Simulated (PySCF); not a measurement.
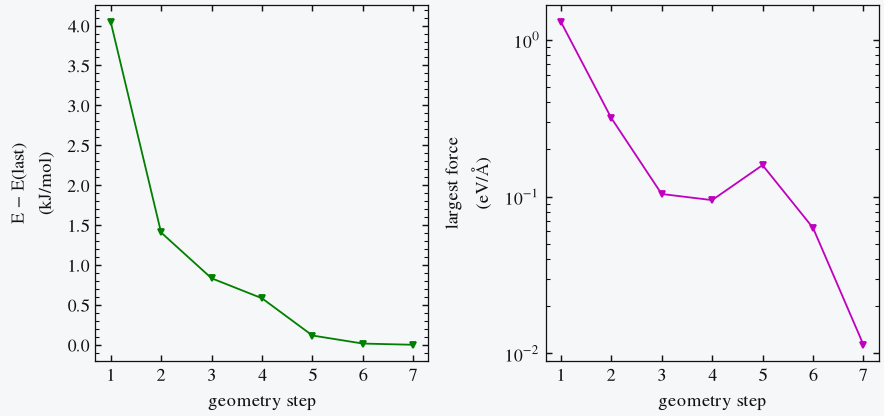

History of a geometry optimisation. The run: CH4O (SMILES CO), by PySCF 2.14.0, density fitting, PBE0-D3(BJ)/def2-SVP, geometry optimisation.

The optimisation met its thresholds at geometry 7, counting the start as the first. The energy fell by about 4 kJ/mol from the first step to the last. The largest force goes from about 1.3 eV/Å at the start to 0.011 eV/Å at the end.
